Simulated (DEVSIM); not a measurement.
System: Si n-i-p diode, at 300 K.

| layer (left to right) | material | thickness (μm) | Nd (cm⁻³) | Na (cm⁻³) | τn (s) | τp (s) |
|---|---|---|---|---|---|---|
| 1 | Si | 0.510 | 3.5e16 | - | 4.4e-6 | 4.4e-6 |
| 2 | Si | 0.540 | - | 2.4e12 | 4.4e-6 | 4.4e-6 |
| 3 | Si | 2.10 | - | 4e17 | 4.4e-6 | 4.4e-6 |

Left contact: ohmic. Right contact: ohmic. Voltage is applied to the left contact. Recombination: SRH at mid-gap, radiative, Auger. Mobility is μmin + (μ − μmin)/(1 + (N/Nref)^α).

This is a model device: material constants are rounded textbook-type values typed into the input, and sizes, dopings and lifetimes were drawn at random. Values at 300 K.

```
parameter           Si
-------------  -------
gap (eV)         1.124
affinity (eV)     4.05
permittivity      11.7
Nc (cm⁻³)      2.86e19
Nv (cm⁻³)       3.1e19
μn (cm²/Vs)       1417
μp (cm²/Vs)        470
μn,min              52
μp,min              45
Nref,n          9.7e16
Nref,p          2.2e17
αn                0.68
αp                0.72
B (cm³/s)      4.7e-15
Cn (cm⁶/s)     2.8e-31
Cp (cm⁶/s)     9.9e-32
```

Model (solved in DEVSIM): 1D drift-diffusion, Boltzmann statistics, complete ionisation; no tunnelling, impact ionisation, image-force lowering or self-heating.

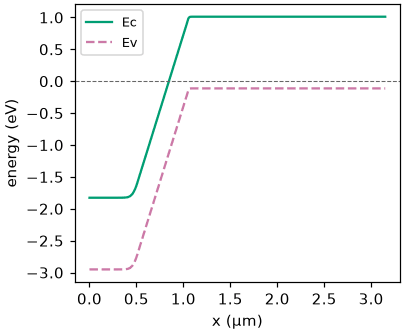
Figure. Band edges at 2.0 V on the left contact

Energies count from the Fermi level of the right contact; mesh points crowd at the junctions.

```tsv
x (μm)	Ec (eV)	Ev (eV)	n (cm⁻³)	p (cm⁻³)	field (V/cm)
0.000	-1.827	-2.951	3.5e16	3300	≈ 0
0.02904	-1.827	-2.951	3.5e16	3100	≈ 0
0.08557	-1.827	-2.951	3.5e16	2600	≈ 0
0.2080	-1.827	-2.951	3.5e16	1700	≈ 0
0.4068	-1.819	-2.943	2.6e16	230	3500
0.4722	-1.733	-2.857	9.3e14	< 1e2	27000
0.5058	-1.611	-2.735	8.3e12	< 1e2	45000
0.5434	-1.433	-2.557	8.7e9	< 1e2	47000
0.6092	-1.122	-2.246	51000	460	47000
0.7380	-0.512	-1.636	430	1200	47000
0.9065	0.286	-0.838	120	260000	47000
1.012	0.784	-0.340	< 1e2	5.9e13	47000
1.044	0.940	-0.184	< 1e2	2.5e16	49000
1.068	1.008	-0.116	< 1e2	3.5e17	5000
1.147	1.012	-0.112	< 1e2	4.0e17	≈ 0
1.294	1.012	-0.112	< 1e2	4.0e17	≈ 0
1.599	1.012	-0.112	< 1e2	4.0e17	≈ 0
2.258	1.012	-0.112	170	4.0e17	≈ 0
2.850	1.012	-0.112	250	4.0e17	≈ 0
3.022	1.012	-0.112	270	4.0e17	≈ 0
3.106	1.012	-0.112	280	4.0e17	≈ 0
3.150	1.012	-0.112	290	4.0e17	≈ 0
```
